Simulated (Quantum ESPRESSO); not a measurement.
**BP (F-43m): a worked LO-TO splitting**

Aim: work out the LO frequency and the static dielectric constant of BP (F-43m) from one linear-response run, then check them.

Program: Quantum ESPRESSO 7.5. Level of theory: DFT LDA, scalar-relativistic, plane waves, PseudoDojo norm-conserving pseudopotentials. Results are calculated unless marked as measured.

**1. The relaxed structure**

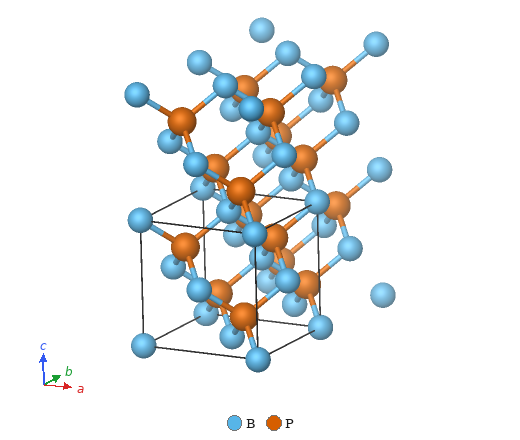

The starting structure, seen slightly off an axis (boron blue, phosphorus orange). 1×2×2 cells are drawn. This picture shows the conventional cell, with its axes. Bonds to atoms that aren't drawn are left out. Some periodic images of atoms are drawn too.

This is the cell after its relaxation at this level of theory, not the database cell from which that began.

**2. What the response run gave**

A linear-response run on the relaxed cell, with the response to an electric field; only its zone-centre results are used. Cutoff 84 Ry, k mesh 12×12×12.

Log:

```text
[banners, grids, parts of the stress and lines that vanish by symmetry left out]
Program PHONON v.7.5
     Reading xml data from directory:

[...]
Exchange-correlation= PW
                           (   1   4   0   0   0   0   0)
[...]
kinetic-energy cut-off    =      84.0000  Ry
     charge density cut-off    =     336.0000  Ry
     convergence threshold     =      1.0E-18
[...]
Exchange-correlation= PW
                           (   1   4   0   0   0   0   0)
[...]
q = (   0.0000000   0.0000000   0.0000000 )
     25 Sym.Ops. (with q -> -q+G )
     G cutoff =  305.9710  (  15905 G-vectors)     FFT grid: ( 36, 36, 36)
     number of k points=    72
[...]
Mode symmetry, T_d (-43m)  point group:
[...]
Dielectric constant
[...]
End of electric fields calculation
          Dielectric constant in cartesian axis
          (       9.159297089      -0.000000000      -0.000000000 )
          (      -0.000000000       9.159297089       0.000000000 )
          (      -0.000000000       0.000000000       9.159297089 )
          Effective charges (d Force / dE) in cartesian axis without acoustic sum rule applied (asr)
           atom    1  B     Mean Z*:       -0.64515
      Ex  (       -0.64515       -0.00000       -0.00000 )
      Ey  (       -0.00000       -0.64515        0.00000 )
      Ez  (       -0.00000        0.00000       -0.64515 )
           atom    2  P     Mean Z*:        0.64151
      Ex  (        0.64151        0.00000       -0.00000 )
      Ey  (        0.00000        0.64151        0.00000 )
      Ez  (       -0.00000        0.00000        0.64151 )
          Effective charges Sum: Mean:       -0.00364
[...]
Effective charges (d Force / dE) in cartesian axis with asr applied:
           atom    1  B     Mean Z*:       -0.64333
[...]
atom    2  P     Mean Z*:        0.64333
[...]
Representation #   1 modes #   1   2   3
[...]
End of self-consistent calculation
     Convergence has been achieved
     Representation #   2 modes #   4   5   6
[...]
End of self-consistent calculation
     Convergence has been achieved
[...]
Dielectric constant in cartesian axis
          (       9.159297089      -0.000000000      -0.000000000 )
          (      -0.000000000       9.159297089       0.000000000 )
          (      -0.000000000       0.000000000       9.159297089 )
          Effective charges (d Force / dE) in cartesian axis without acoustic sum rule applied (asr)
           atom    1  B     Mean Z*:       -0.64515
      Ex  (       -0.64515       -0.00000       -0.00000 )
      Ey  (       -0.00000       -0.64515        0.00000 )
      Ez  (       -0.00000        0.00000       -0.64515 )
           atom    2  P     Mean Z*:        0.64151
      Ex  (        0.64151        0.00000       -0.00000 )
      Ey  (        0.00000        0.64151        0.00000 )
      Ez  (       -0.00000        0.00000        0.64151 )
          Effective charges Sum: Mean:       -0.00364
[...]
Effective charges (d Force / dE) in cartesian axis with asr applied:
           atom    1  B     Mean Z*:       -0.64333
[...]
atom    2  P     Mean Z*:        0.64333
[...]
q = (    0.000000000   0.000000000   0.000000000 )
[...]
freq (    1) =      -0.015880 [THz] =      -0.529715 [cm-1]
     freq (    2) =      -0.015880 [THz] =      -0.529715 [cm-1]
     freq (    3) =      -0.015880 [THz] =      -0.529715 [cm-1]
     freq (    4) =      24.617863 [THz] =     821.163523 [cm-1]
     freq (    5) =      24.617863 [THz] =     821.163523 [cm-1]
     freq (    6) =      24.617863 [THz] =     821.163523 [cm-1]
[...]
Mode symmetry, T_d (-43m)  point group:
     freq (   1-   3) =         -0.5  [cm-1]   --> T_2  G_15 P_4   I+R
     freq (   4-   6) =        821.2  [cm-1]   --> T_2  G_15 P_4   I+R

   JOB DONE.
```

```tsv
quantity	value
cell volume Ω (Å³)	22.586
mass of B (u)	10.810
mass of P (u)	30.974
Born charge of B, raw (e)	-0.645
Born charge of P, raw (e)	0.641
ε∞	9.159
ω(TO) after the sum rule (cm⁻¹)	821.2
```

**3. The calculation**

The charges must sum to zero over the cell; taking off their mean, -0.002 e, leaves Z* = -0.643 e on B. In the polar mode B moves against P, so the reduced mass is μ = 10.81 × 30.97 / 41.78 = 8.013 u.

A longitudinal wave builds up a field that adds to the restoring force: ω(LO)² = ω(TO)² + 4π Z*² / (μ Ω ε∞), in Hartree atomic units. With μ = 14607 electron masses and Ω = 152.42 bohr³ the second term is 2.5506e-07 Ha², or 12286 cm⁻² (1 Ha = 219474.6 cm⁻¹).

So ω(LO) = √(674304 + 12286) = 828.6 cm⁻¹, and by the Lyddane-Sachs-Teller relation ε₀ = ε∞ (ω(LO)/ω(TO))² = 9.33.

**4. Check against the program**

The analysis program adds the same non-analytic term to the full matrix, here for q along (1 0 0).

Log:

```text
[banner, memory and clock lines left out]
Program DYNMAT v.7.5

     Reading Dynamical Matrix from file g.dyn
     ...Force constants read
     ...epsilon and Z* read

     Polarizability (A^3 units)
     multiply by 0.268834 for Clausius-Mossotti correction
        14.665007   -0.000000   -0.000000
        -0.000000   14.665007    0.000000
        -0.000000    0.000000   14.665007

     IR activities are in (D/A)^2/amu units

# mode   [cm-1]    [THz]      IR
    1      0.00    0.0000    0.0000
    2      0.00    0.0000    0.0000
    3      0.00    0.0000    0.0000
    4    821.16   24.6179    1.1916
    5    821.16   24.6179    1.1916
    6    828.61   24.8411    1.1916
```

ε₀ comes from the program's run without a direction of q.

```tsv
quantity	by hand	program
ω(LO) (cm⁻¹)	828.6	828.6
ε₀	9.33	9.33
```

**5. What came out**

```json
{
  "TO mode": "821.2 cm⁻¹",
  "LO mode": "828.6 cm⁻¹",
  "static dielectric constant": "9.326"
}
```

In words: The LO mode of BP (F-43m) lies at 829 cm⁻¹, 7 cm⁻¹ above the TO mode; the formula meets the program within 0.1 cm⁻¹, as it must for a cubic crystal with one polar mode. ω(LO)² − ω(TO)² goes with Z*²/ε∞: an error of 5 % in ε∞ would move the LO mode by 0.4 cm⁻¹, and semilocal functionals tend to overestimate ε∞. These are harmonic values at zero temperature, at the volume of this functional, for the structure held cubic; stability elsewhere in the zone is no part of this calculation.

[Host names and launcher messages were left out of these logs when they were recorded.]

[Logs are printed without paths, hosts, clocks, repeated set-up lines and the standing remarks that a program may print on its own settings, such as how far it seeks lower states.]

[Hosts, paths, dates, database ids (printed as entryN), source tags and the programs' standing remarks are cut or masked in the printed files.]
